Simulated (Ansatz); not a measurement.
Molecular dynamics of CH$_{7}$BFN (part 1 of 3)

- system: CH$_{7}$BFN
- method: RKS B3LYP-D4/6-31G* (Ansatz 0.2.0)

It belongs to a series of runs on one base structure; here: dynamics from the highest image of the converged band. Figures and captions count atoms from 1; the log counts them from 0 in places.

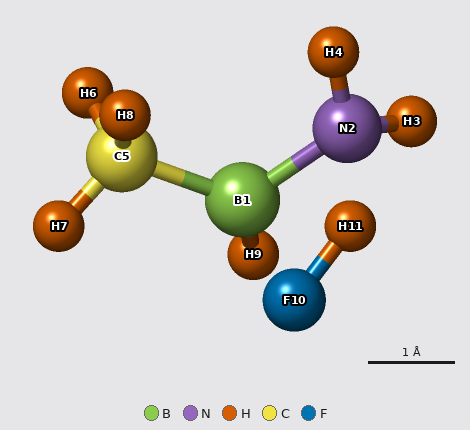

*The structure as given in the input (ball-and-stick view, seen on its broad side; atoms are numbered from 1 in the order of the input).*

**The input**
```yaml
crystal:
  periodic: [false, false, false]
  atoms:
    - { symbol: B, position_ang: [-0.016276, 0.126932, 0.160774] }
    - { symbol: "N", position_ang: [0.045806, 0.056464, 1.680831] }
    - { symbol: H, position_ang: [-0.707709, -0.4199, 2.16522] }
    - { symbol: H, position_ang: [0.942149, -0.16295, 2.105507] }
    - { symbol: C, position_ang: [1.341884, 0.011567, -0.629917] }
    - { symbol: H, position_ang: [1.59058, -1.049658, -0.777811] }
    - { symbol: H, position_ang: [1.279029, 0.46177, -1.626558] }
    - { symbol: H, position_ang: [2.189831, 0.475797, -0.108025] }
    - { symbol: H, position_ang: [-1.05663, -0.23059, -0.306826] }
    - { symbol: F, position_ang: [-0.296777, 1.925655, 0.417641] }
    - { symbol: H, position_ang: [-0.182787, 1.403214, 1.362064] }
basis:
  gaussian: { orbitals: "6-31G*" }
hamiltonian:
  xc: b3lyp
  dispersion: d4
md:
  timestep: 0.5
  n_steps: 200
  ensemble: nve
  temperature: 100.0
  initial_velocities: maxwell_boltzmann
  seed: 11053
```

Command:
```bash
ansatz run input.yaml --threads 1 --pin off --max-ram 2048MiB --backend cpu --events-out ev --progress --plain --runs-dir out
```

**The program's output**
```
Engine: ansatz 0.2.0, aarch64-unknown-linux-gnu
Functional definition: B3LYP
  parameter a0 = 0.2
  parameter ax = 0.72
  parameter ac = 0.81
  exchange = (1 - a0 - ax)*slater_x + ax*b88_x + a0*exact_x
  correlation = (1 - ac)*vwn_rpa_c + ac*lyp_c
863 factors; integrals over basis functions are off by at most 6.5e-4 eV
mean field evaluation 1: about -6027.5351 eV, gradient 6.1e1 eV
mean field evaluation 2: about -6023.8917 eV, gradient 7.3e1 eV
mean field evaluation 4: about -6035.1145 eV, gradient 3.0e0 eV
mean field evaluation 8: about -6035.1424 eV, gradient 2.2e-2 eV
mean field -6035.14236416 eV, -221.7873911165 hartree, gradient 3.8e-5 eV, S^2 0.000000; 0 other end points of the search recorded, 0 dependent functions left out
the calculation of the forces begins
reference -6035.14255195 eV, -221.7873980175 hartree; 17, 17 occupied and 57, 57 virtual orbitals, 863 factors
md step     0: t =     0.00 fs  T =   100.0 K  F+E_penalty+E_count = -6035.38280281 eV  E_kin = 0.116334 eV  conserved = -6035.26646881 eV  (23 SCF iters)
these checks for a lower state are left out or cut short: starts, cluster_reference, orbital_swaps, neighbouring_geometries, increment
863 factors; integrals over basis functions are off by at most 6.4e-4 eV
mean field evaluation 16: about -6035.1276 eV, gradient 1.0e-3 eV
mean field -6035.13864574 eV, -221.7872544672 hartree, gradient 4.6e-5 eV, S^2 0.000000; 0 other end points of the search recorded, 0 dependent functions left out
the calculation of the forces begins
reference -6035.13883397 eV, -221.7872613845 hartree; 17, 17 occupied and 57, 57 virtual orbitals, 863 factors
md step     1: t =     0.50 fs  T =    96.8 K  F+E_penalty+E_count = -6035.37898695 eV  E_kin = 0.112605 eV  conserved = -6035.26638199 eV  (25 SCF iters)
[... from here on the SCF iterations and repeated set-up lines of each step are left out, up to the last step ...]
md step     2: t =     1.00 fs  T =    88.2 K  F+E_penalty+E_count = -6035.36873488 eV  E_kin = 0.102549 eV  conserved = -6035.26618560 eV  (23 SCF iters)
md step     3: t =     1.50 fs  T =    76.6 K  F+E_penalty+E_count = -6035.35507065 eV  E_kin = 0.089121 eV  conserved = -6035.26594962 eV  (22 SCF iters)
md step     4: t =     2.00 fs  T =    65.3 K  F+E_penalty+E_count = -6035.34166474 eV  E_kin = 0.075914 eV  conserved = -6035.26575107 eV  (22 SCF iters)
md step     5: t =     2.50 fs  T =    56.7 K  F+E_penalty+E_count = -6035.33162614 eV  E_kin = 0.065979 eV  conserved = -6035.26564757 eV  (22 SCF iters)
md step     6: t =     3.00 fs  T =    52.4 K  F+E_penalty+E_count = -6035.32659090 eV  E_kin = 0.060932 eV  conserved = -6035.26565933 eV  (22 SCF iters)
md step     7: t =     3.50 fs  T =    52.1 K  F+E_penalty+E_count = -6035.32639275 eV  E_kin = 0.060626 eV  conserved = -6035.26576707 eV  (22 SCF iters)
md step     8: t =     4.00 fs  T =    54.5 K  F+E_penalty+E_count = -6035.32935107 eV  E_kin = 0.063425 eV  conserved = -6035.26592582 eV  (23 SCF iters)
md step     9: t =     4.50 fs  T =    57.5 K  F+E_penalty+E_count = -6035.33297558 eV  E_kin = 0.066893 eV  conserved = -6035.26608307 eV  (23 SCF iters)
md step    10: t =     5.00 fs  T =    59.0 K  F+E_penalty+E_count = -6035.33480344 eV  E_kin = 0.068611 eV  conserved = -6035.26619262 eV  (22 SCF iters)
md step    11: t =     5.50 fs  T =    57.5 K  F+E_penalty+E_count = -6035.33314454 eV  E_kin = 0.066923 eV  conserved = -6035.26622164 eV  (23 SCF iters)
md step    12: t =     6.00 fs  T =    52.8 K  F+E_penalty+E_count = -6035.32760572 eV  E_kin = 0.061450 eV  conserved = -6035.26615575 eV  (23 SCF iters)
md step    13: t =     6.50 fs  T =    45.8 K  F+E_penalty+E_count = -6035.31929780 eV  E_kin = 0.053291 eV  conserved = -6035.26600700 eV  (23 SCF iters)
md step    14: t =     7.00 fs  T =    38.5 K  F+E_penalty+E_count = -6035.31061043 eV  E_kin = 0.044790 eV  conserved = -6035.26582058 eV  (22 SCF iters)
md step    15: t =     7.50 fs  T =    33.4 K  F+E_penalty+E_count = -6035.30448201 eV  E_kin = 0.038815 eV  conserved = -6035.26566724 eV  (22 SCF iters)
md step    16: t =     8.00 fs  T =    32.4 K  F+E_penalty+E_count = -6035.30329726 eV  E_kin = 0.037681 eV  conserved = -6035.26561659 eV  (22 SCF iters)
md step    17: t =     8.50 fs  T =    36.2 K  F+E_penalty+E_count = -6035.30783245 eV  E_kin = 0.042133 eV  conserved = -6035.26569919 eV  (22 SCF iters)
md step    18: t =     9.00 fs  T =    43.8 K  F+E_penalty+E_count = -6035.31680885 eV  E_kin = 0.050925 eV  conserved = -6035.26588386 eV  (22 SCF iters)
md step    19: t =     9.50 fs  T =    52.7 K  F+E_penalty+E_count = -6035.32737620 eV  E_kin = 0.061285 eV  conserved = -6035.26609119 eV  (22 SCF iters)
md step    20: t =    10.00 fs  T =    60.2 K  F+E_penalty+E_count = -6035.33631787 eV  E_kin = 0.070081 eV  conserved = -6035.26623686 eV  (24 SCF iters)
md step    21: t =    10.50 fs  T =    64.5 K  F+E_penalty+E_count = -6035.34133556 eV  E_kin = 0.075061 eV  conserved = -6035.26627469 eV  (22 SCF iters)
md step    22: t =    11.00 fs  T =    64.9 K  F+E_penalty+E_count = -6035.34177034 eV  E_kin = 0.075558 eV  conserved = -6035.26621223 eV  (22 SCF iters)
md step    23: t =    11.50 fs  T =    62.3 K  F+E_penalty+E_count = -6035.33851491 eV  E_kin = 0.072420 eV  conserved = -6035.26609452 eV  (22 SCF iters)
md step    24: t =    12.00 fs  T =    57.9 K  F+E_penalty+E_count = -6035.33334724 eV  E_kin = 0.067374 eV  conserved = -6035.26597290 eV  (22 SCF iters)
md step    25: t =    12.50 fs  T =    53.5 K  F+E_penalty+E_count = -6035.32814771 eV  E_kin = 0.062267 eV  conserved = -6035.26588100 eV  (23 SCF iters)
md step    26: t =    13.00 fs  T =    50.3 K  F+E_penalty+E_count = -6035.32436474 eV  E_kin = 0.058535 eV  conserved = -6035.26582943 eV  (22 SCF iters)
md step    27: t =    13.50 fs  T =    49.0 K  F+E_penalty+E_count = -6035.32282006 eV  E_kin = 0.057004 eV  conserved = -6035.26581586 eV  (22 SCF iters)
md step    28: t =    14.00 fs  T =    49.8 K  F+E_penalty+E_count = -6035.32372462 eV  E_kin = 0.057889 eV  conserved = -6035.26583608 eV  (22 SCF iters)
md step    29: t =    14.50 fs  T =    52.3 K  F+E_penalty+E_count = -6035.32674074 eV  E_kin = 0.060853 eV  conserved = -6035.26588806 eV  (22 SCF iters)
md step    30: t =    15.00 fs  T =    55.9 K  F+E_penalty+E_count = -6035.33102593 eV  E_kin = 0.065058 eV  conserved = -6035.26596823 eV  (22 SCF iters)
md step    31: t =    15.50 fs  T =    59.5 K  F+E_penalty+E_count = -6035.33530951 eV  E_kin = 0.069245 eV  conserved = -6035.26606449 eV  (22 SCF iters)
md step    32: t =    16.00 fs  T =    61.8 K  F+E_penalty+E_count = -6035.33810104 eV  E_kin = 0.071949 eV  conserved = -6035.26615242 eV  (22 SCF iters)
md step    33: t =    16.50 fs  T =    61.8 K  F+E_penalty+E_count = -6035.33808082 eV  E_kin = 0.071882 eV  conserved = -6035.26619867 eV  (23 SCF iters)
md step    34: t =    17.00 fs  T =    58.8 K  F+E_penalty+E_count = -6035.33460764 eV  E_kin = 0.068433 eV  conserved = -6035.26617471 eV  (22 SCF iters)
md step    35: t =    17.50 fs  T =    53.4 K  F+E_penalty+E_count = -6035.32814099 eV  E_kin = 0.062067 eV  conserved = -6035.26607413 eV  (22 SCF iters)
md step    36: t =    18.00 fs  T =    46.8 K  F+E_penalty+E_count = -6035.32031330 eV  E_kin = 0.054388 eV  conserved = -6035.26592487 eV  (23 SCF iters)
md step    37: t =    18.50 fs  T =    41.0 K  F+E_penalty+E_count = -6035.31348165 eV  E_kin = 0.047698 eV  conserved = -6035.26578361 eV  (22 SCF iters)
md step    38: t =    19.00 fs  T =    37.9 K  F+E_penalty+E_count = -6035.30985748 eV  E_kin = 0.044148 eV  conserved = -6035.26570944 eV  (22 SCF iters)
md step    39: t =    19.50 fs  T =    38.6 K  F+E_penalty+E_count = -6035.31060743 eV  E_kin = 0.044875 eV  conserved = -6035.26573252 eV  (22 SCF iters)
md step    40: t =    20.00 fs  T =    42.6 K  F+E_penalty+E_count = -6035.31538885 eV  E_kin = 0.049549 eV  conserved = -6035.26583996 eV  (22 SCF iters)
md step    41: t =    20.50 fs  T =    48.6 K  F+E_penalty+E_count = -6035.32253320 eV  E_kin = 0.056546 eV  conserved = -6035.26598703 eV  (22 SCF iters)
md step    42: t =    21.00 fs  T =    54.7 K  F+E_penalty+E_count = -6035.32971978 eV  E_kin = 0.063598 eV  conserved = -6035.26612170 eV  (24 SCF iters)
md step    43: t =    21.50 fs  T =    59.0 K  F+E_penalty+E_count = -6035.33478549 eV  E_kin = 0.068582 eV  conserved = -6035.26620347 eV  (23 SCF iters)
md step    44: t =    22.00 fs  T =    60.3 K  F+E_penalty+E_count = -6035.33637629 eV  E_kin = 0.070165 eV  conserved = -6035.26621118 eV  (22 SCF iters)
md step    45: t =    22.50 fs  T =    58.6 K  F+E_penalty+E_count = -6035.33430009 eV  E_kin = 0.068155 eV  conserved = -6035.26614485 eV  (22 SCF iters)
md step    46: t =    23.00 fs  T =    54.6 K  F+E_penalty+E_count = -6035.32953996 eV  E_kin = 0.063515 eV  conserved = -6035.26602484 eV  (22 SCF iters)
md step    47: t =    23.50 fs  T =    49.9 K  F+E_penalty+E_count = -6035.32394104 eV  E_kin = 0.058054 eV  conserved = -6035.26588686 eV  (22 SCF iters)
md step    48: t =    24.00 fs  T =    46.3 K  F+E_penalty+E_count = -6035.31964930 eV  E_kin = 0.053877 eV  conserved = -6035.26577249 eV  (22 SCF iters)
md step    49: t =    24.50 fs  T =    45.3 K  F+E_penalty+E_count = -6035.31845306 eV  E_kin = 0.052736 eV  conserved = -6035.26571752 eV  (22 SCF iters)
md step    50: t =    25.00 fs  T =    47.7 K  F+E_penalty+E_count = -6035.32121309 eV  E_kin = 0.055471 eV  conserved = -6035.26574204 eV  (22 SCF iters)
md step    51: t =    25.50 fs  T =    53.0 K  F+E_penalty+E_count = -6035.32754220 eV  E_kin = 0.061697 eV  conserved = -6035.26584473 eV  (22 SCF iters)
md step    52: t =    26.00 fs  T =    60.0 K  F+E_penalty+E_count = -6035.33583013 eV  E_kin = 0.069829 eV  conserved = -6035.26600147 eV  (22 SCF iters)
md step    53: t =    26.50 fs  T =    66.6 K  F+E_penalty+E_count = -6035.34363547 eV  E_kin = 0.077467 eV  conserved = -6035.26616832 eV  (22 SCF iters)
md step    54: t =    27.00 fs  T =    70.6 K  F+E_penalty+E_count = -6035.34839151 eV  E_kin = 0.082102 eV  conserved = -6035.26628969 eV  (23 SCF iters)
md step    55: t =    27.50 fs  T =    70.5 K  F+E_penalty+E_count = -6035.34828345 eV  E_kin = 0.081970 eV  conserved = -6035.26631328 eV  (24 SCF iters)
md step    56: t =    28.00 fs  T =    66.0 K  F+E_penalty+E_count = -6035.34304557 eV  E_kin = 0.076832 eV  conserved = -6035.26621345 eV  (23 SCF iters)
md step    57: t =    28.50 fs  T =    58.7 K  F+E_penalty+E_count = -6035.33433088 eV  E_kin = 0.068320 eV  conserved = -6035.26601120 eV  (23 SCF iters)
md step    58: t =    29.00 fs  T =    51.2 K  F+E_penalty+E_count = -6035.32534867 eV  E_kin = 0.059570 eV  conserved = -6035.26577909 eV  (22 SCF iters)
md step    59: t =    29.50 fs  T =    46.5 K  F+E_penalty+E_count = -6035.31972349 eV  E_kin = 0.054107 eV  conserved = -6035.26561654 eV  (22 SCF iters)
md step    60: t =    30.00 fs  T =    46.7 K  F+E_penalty+E_count = -6035.31997054 eV  E_kin = 0.054370 eV  conserved = -6035.26560069 eV  (22 SCF iters)
md step    61: t =    30.50 fs  T =    52.1 K  F+E_penalty+E_count = -6035.32632721 eV  E_kin = 0.060585 eV  conserved = -6035.26574208 eV  (22 SCF iters)
md step    62: t =    31.00 fs  T =    60.7 K  F+E_penalty+E_count = -6035.33659696 eV  E_kin = 0.070620 eV  conserved = -6035.26597680 eV  (22 SCF iters)
md step    63: t =    31.50 fs  T =    69.6 K  F+E_penalty+E_count = -6035.34711886 eV  E_kin = 0.080917 eV  conserved = -6035.26620198 eV  (22 SCF iters)
md step    64: t =    32.00 fs  T =    75.7 K  F+E_penalty+E_count = -6035.35434204 eV  E_kin = 0.088014 eV  conserved = -6035.26632809 eV  (25 SCF iters)
md step    65: t =    32.50 fs  T =    77.3 K  F+E_penalty+E_count = -6035.35621695 eV  E_kin = 0.089901 eV  conserved = -6035.26631620 eV  (25 SCF iters)
md step    66: t =    33.00 fs  T =    74.5 K  F+E_penalty+E_count = -6035.35282867 eV  E_kin = 0.086645 eV  conserved = -6035.26618407 eV  (23 SCF iters)
md step    67: t =    33.50 fs  T =    68.9 K  F+E_penalty+E_count = -6035.34615515 eV  E_kin = 0.080167 eV  conserved = -6035.26598811 eV  (23 SCF iters)
md step    68: t =    34.00 fs  T =    63.1 K  F+E_penalty+E_count = -6035.33920998 eV  E_kin = 0.073414 eV  conserved = -6035.26579611 eV  (23 SCF iters)
md step    69: t =    34.50 fs  T =    59.6 K  F+E_penalty+E_count = -6035.33498189 eV  E_kin = 0.069317 eV  conserved = -6035.26566510 eV  (22 SCF iters)
md step    70: t =    35.00 fs  T =    60.1 K  F+E_penalty+E_count = -6035.33552892 eV  E_kin = 0.069901 eV  conserved = -6035.26562788 eV  (22 SCF iters)
md step    71: t =    35.50 fs  T =    65.1 K  F+E_penalty+E_count = -6035.34144540 eV  E_kin = 0.075756 eV  conserved = -6035.26568955 eV  (23 SCF iters)
md step    72: t =    36.00 fs  T =    73.9 K  F+E_penalty+E_count = -6035.35177013 eV  E_kin = 0.085940 eV  conserved = -6035.26583027 eV  (23 SCF iters)
md step    73: t =    36.50 fs  T =    84.5 K  F+E_penalty+E_count = -6035.36430140 eV  E_kin = 0.098290 eV  conserved = -6035.26601113 eV  (25 SCF iters)
md step    74: t =    37.00 fs  T =    94.6 K  F+E_penalty+E_count = -6035.37622403 eV  E_kin = 0.110042 eV  conserved = -6035.26618177 eV  (25 SCF iters)
md step    75: t =    37.50 fs  T =   102.0 K  F+E_penalty+E_count = -6035.38491383 eV  E_kin = 0.118622 eV  conserved = -6035.26629153 eV  (25 SCF iters)
md step    76: t =    38.00 fs  T =   105.2 K  F+E_penalty+E_count = -6035.38873579 eV  E_kin = 0.122433 eV  conserved = -6035.26630300 eV  (25 SCF iters)
md step    77: t =    38.50 fs  T =   104.4 K  F+E_penalty+E_count = -6035.38761292 eV  E_kin = 0.121405 eV  conserved = -6035.26620753 eV  (25 SCF iters)
md step    78: t =    39.00 fs  T =   100.7 K  F+E_penalty+E_count = -6035.38313757 eV  E_kin = 0.117104 eV  conserved = -6035.26603355 eV  (25 SCF iters)
md step    79: t =    39.50 fs  T =    96.5 K  F+E_penalty+E_count = -6035.37810022 eV  E_kin = 0.112257 eV  conserved = -6035.26584272 eV  (23 SCF iters)
md step    80: t =    40.00 fs  T =    94.4 K  F+E_penalty+E_count = -6035.37551514 eV  E_kin = 0.109806 eV  conserved = -6035.26570890 eV  (22 SCF iters)
md step    81: t =    40.50 fs  T =    96.1 K  F+E_penalty+E_count = -6035.37747790 eV  E_kin = 0.111792 eV  conserved = -6035.26568610 eV  (22 SCF iters)
md step    82: t =    41.00 fs  T =   101.9 K  F+E_penalty+E_count = -6035.38434385 eV  E_kin = 0.118562 eV  conserved = -6035.26578150 eV  (22 SCF iters)
md step    83: t =    41.50 fs  T =   110.6 K  F+E_penalty+E_count = -6035.39462565 eV  E_kin = 0.128674 eV  conserved = -6035.26595140 eV  (22 SCF iters)
md step    84: t =    42.00 fs  T =   119.9 K  F+E_penalty+E_count = -6035.40566326 eV  E_kin = 0.139539 eV  conserved = -6035.26612427 eV  (22 SCF iters)
md step    85: t =    42.50 fs  T =   127.6 K  F+E_penalty+E_count = -6035.41472325 eV  E_kin = 0.148488 eV  conserved = -6035.26623531 eV  (22 SCF iters)
md step    86: t =    43.00 fs  T =   132.2 K  F+E_penalty+E_count = -6035.42000500 eV  E_kin = 0.153752 eV  conserved = -6035.26625258 eV  (24 SCF iters, 3 dispersion substeps)
md step    87: t =    43.50 fs  T =   133.2 K  F+E_penalty+E_count = -6035.42115694 eV  E_kin = 0.154975 eV  conserved = -6035.26618228 eV  (23 SCF iters, 3 dispersion substeps)
md step    88: t =    44.00 fs  T =   131.6 K  F+E_penalty+E_count = -6035.41920214 eV  E_kin = 0.153144 eV  conserved = -6035.26605839 eV  (22 SCF iters, 3 dispersion substeps)
md step    89: t =    44.50 fs  T =   129.0 K  F+E_penalty+E_count = -6035.41602519 eV  E_kin = 0.150100 eV  conserved = -6035.26592526 eV  (22 SCF iters, 3 dispersion substeps)
md step    90: t =    45.00 fs  T =   127.1 K  F+E_penalty+E_count = -6035.41368665 eV  E_kin = 0.147865 eV  conserved = -6035.26582127 eV  (22 SCF iters, 3 dispersion substeps)
md step    91: t =    45.50 fs  T =   127.3 K  F+E_penalty+E_count = -6035.41381707 eV  E_kin = 0.148048 eV  conserved = -6035.26576924 eV  (22 SCF iters, 3 dispersion substeps)
md step    92: t =    46.00 fs  T =   130.2 K  F+E_penalty+E_count = -6035.41725008 eV  E_kin = 0.151477 eV  conserved = -6035.26577356 eV  (22 SCF iters, 3 dispersion substeps)
md step    93: t =    46.50 fs  T =   135.9 K  F+E_penalty+E_count = -6035.42394074 eV  E_kin = 0.158116 eV  conserved = -6035.26582465 eV  (22 SCF iters, 3 dispersion substeps)
```
